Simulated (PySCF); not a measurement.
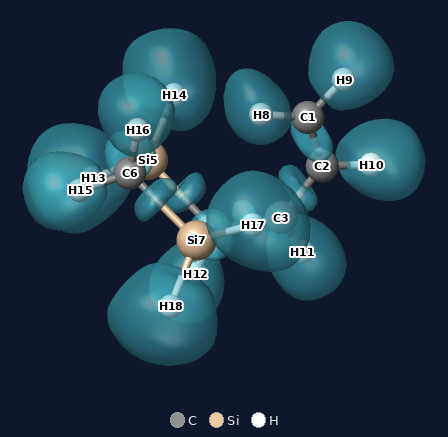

The picture shows: C5H11Si2 (doublet). Isosurface of the electron localisation function at 0.85 (cyan), seen at a tilt. Core shells and regions of very low density are left out.

Geometry: GFN2-xTB.

The calculation used UKS B3LYP, pcH-1 on C H Si, non-relativistic, mean-field spin-orbit, GIAO in PySCF 2.14.0, density-fitted response routines.

```
atom    x (Å)    y (Å)    z (Å)
   C   2.0472   0.8470   0.0637
   C   2.1260  -0.4985   0.2629
   C   1.0737  -1.4026   0.3606
   C  -0.3443  -1.0928   0.2598
  Si  -1.0066  -0.1240  -1.2978
   C  -1.8045   1.1383  -0.0938
  Si  -1.1143   0.2433   1.4553
   H   1.1086   1.3606  -0.0343
   H   2.9370   1.4478  -0.0005
   H   3.1193  -0.9246   0.3564
   H   1.3400  -2.4384   0.5289
   H  -0.9054  -2.0245   0.3627
   H  -1.9746  -0.9119  -2.0687
   H   0.0270   0.3937  -2.1892
   H  -2.8898   1.1741  -0.1417
   H  -1.4617   2.1625  -0.2161
   H  -0.1428   0.9821   2.2552
   H  -2.1437  -0.3258   2.3307
```

**Where are the electrons localised?**

The ELF exceeds this value in three regions between bonded C–C atoms (shared pairs), four regions between bonded C–Si atoms (shared pairs) and eleven regions around hydrogen nuclei.

Values along the shortest contacts:
C–C (1.36 Å): the ELF peaks at about 0.95 between the atoms, as expected for a covalent bond. C–Si (1.92 Å): the ELF peaks at about 0.95 between the atoms (a covalent bond).
